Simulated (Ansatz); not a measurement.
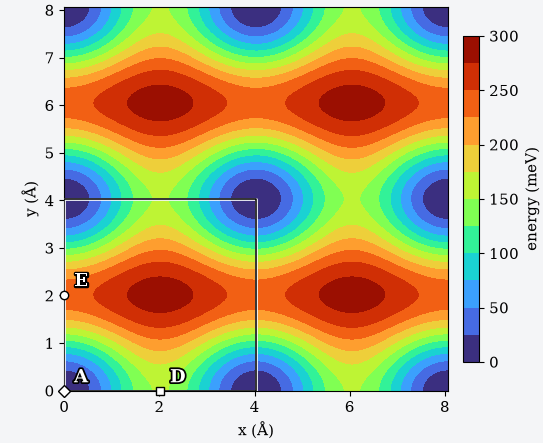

H on a Ge(100) slab cut from the Fd-3m phase, its upper half relaxed before the scan (4 atoms of substrate and one adsorbate in a 1 × 1 cell). H is moved over the surface cell at a fixed height above a rigid substrate; the origin of the map has the adsorbate above Ge4; the height is held at 3.30 Å. Places are given modulo a cell vector. The map is drawn in real space over the plane of the surface. Grid: 8 × 8 points; 25 points were computed and 39 follow by symmetry. Energies are in meV, from the lowest grid point. The runs have no spin polarisation, so an open-shell adsorbate far from the surface lies too high. With one adsorbate in each 1 × 1 cell, its nearest image is 4.0 Å away, so neighbouring adsorbates interact. At a fixed height the lowest place need not be the adsorption site. Method: DFT PBE+D3(BJ), scalar-relativistic, plane waves, PAW (Ansatz 0.2.0). Settings: cutoff 420 eV, k-mesh 7×7×1, gaussian smearing 0.1 eV, no spin polarisation.

In the figure: filled contours, the outline of one cell of the 2 × 2 shown, lettered points. Between grid points the surface is interpolated.

Q: Is D the lowest point of the computed grid?

A: No. D lies 152 meV above the lowest grid point, which is at the top site over a surface Ge atom, (0/8, 0/8) of the cell vectors.

Q: What kind of point is each of A, D, E: minimum, saddle, maximum or slope?

A: A: minimum; D: saddle point; E: saddle point. (In these two coordinates alone; a stationary point may lie a little off the grid point.)

PAW datasets: the set soft_1.
